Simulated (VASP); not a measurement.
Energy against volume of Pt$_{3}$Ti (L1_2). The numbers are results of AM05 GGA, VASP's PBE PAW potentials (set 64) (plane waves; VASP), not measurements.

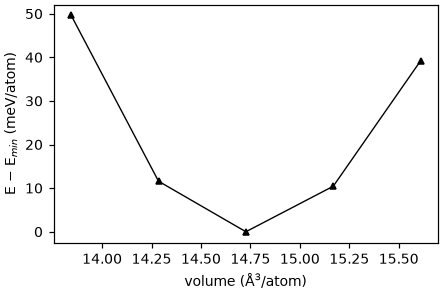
Figure. Energy against volume

Task: Estimate the equilibrium volume and the bulk modulus.

Result: The minimum lies near 14.7 Å³/atom, and the curvature gives B0 of about 270 GPa.

Measured: a 3.916 Å (computed value off by -0.6 %), as given by Molecular Dynamics Simulations of PtTi High-Temperature Shape Memory Alloys Based on a Modified Embedded-Atom Method …. The calculation is for a static lattice, while the measured a holds thermal and zero-point effects, which are part of the difference.

The compound is Pt3Ti in the L1_2 structure. It was relaxed first.
